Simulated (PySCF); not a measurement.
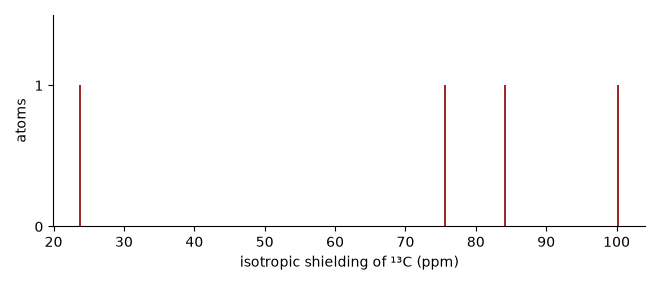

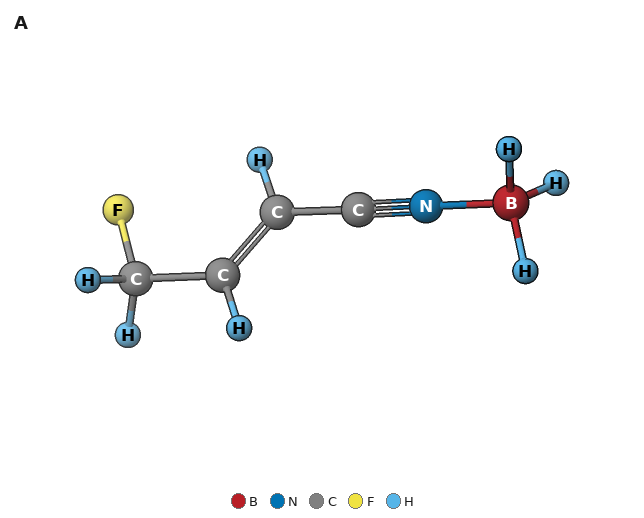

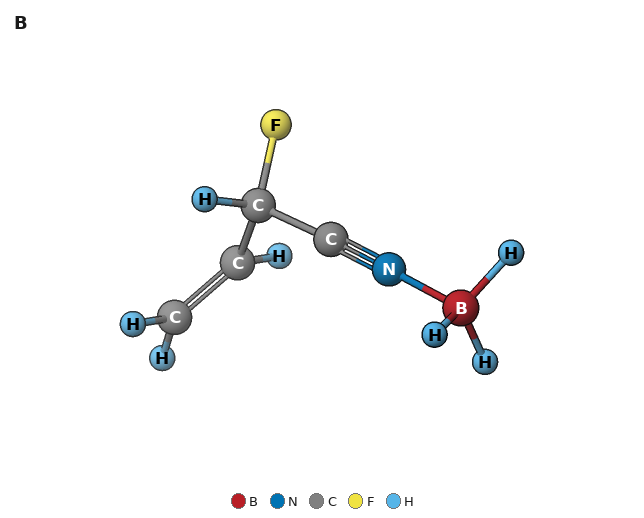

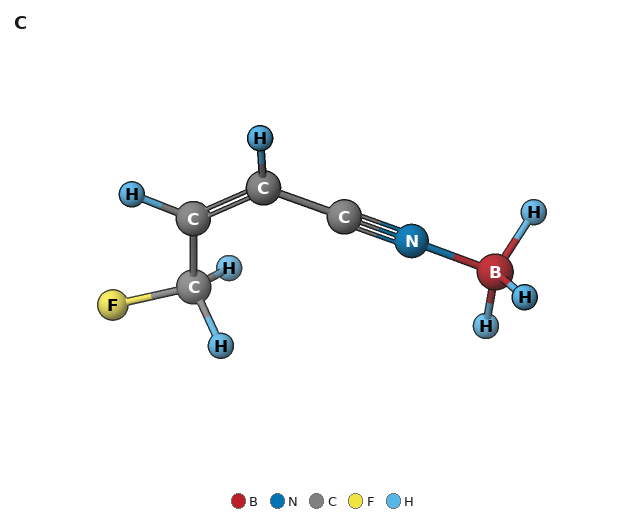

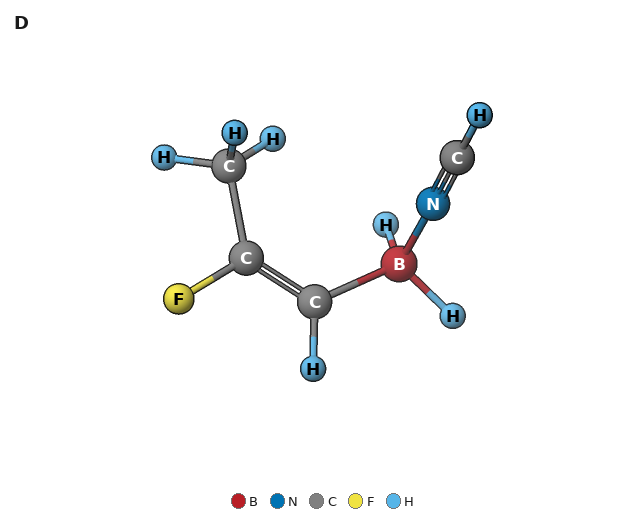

The sticks are computed shieldings of one of the molecules, for one fixed geometry (GFN2-xTB) without averaging over rotations. Low shielding means a high chemical shift. Method: GIAO PBE0/pcSseg-1 NMR shielding, non-relativistic, gas phase (PySCF 2.14.0).

Which molecule gives this pattern?

Answer. A, `[BH3-][N+]#C/C=C/CF`. Its 4 C atoms give lines at 23.8, 75.7, 84.2, 100.2 ppm.

The geometry is semi-empirical. Around B such bond lengths and angles can be off by a tenth of an ångström or more and by several degrees, and values that hang on the shape move with them.
